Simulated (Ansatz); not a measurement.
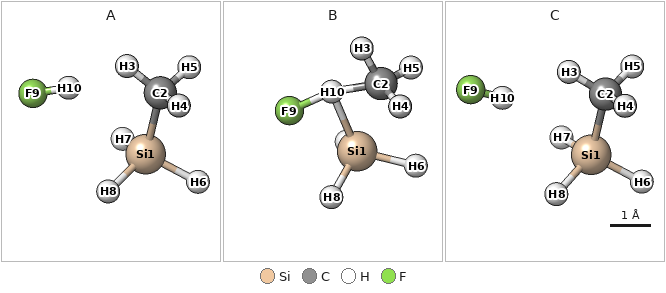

3 geometries from a converged minimum-energy path of CH$_{7}$FSi, shuffled. The picture is a ball-and-stick view, seen from a free direction.

All numbers below come from RKS PBE-D4/def2-SVPD in Ansatz. Set-up: 9 movable images; climbing image; force threshold 0.05 eV/Å; iteration limit 60; starting path through a guess of the saddle point.

**Which frame is the transition state?**

B. In order along the path, whose images run from 0 to 10: C (image 2, +10.4 kJ/mol), A (image 3, +15.0 kJ/mol), B (image 5, +141.4 kJ/mol). Breaking: F9–H10 (0.95 → 1.27 at the top → 2.73 Å), Si1–C2 (1.88 → 2.17 at the top → 3.70 Å). Forming: C2–H10 (3.09 → 1.30 at the top → 1.10 Å), Si1–F9 (3.52 → 2.01 at the top → 1.66 Å).

Cost: 2.9 min on 4 threads of Arm Neoverse V1, with other jobs on the host, peak memory 0.15 GiB.
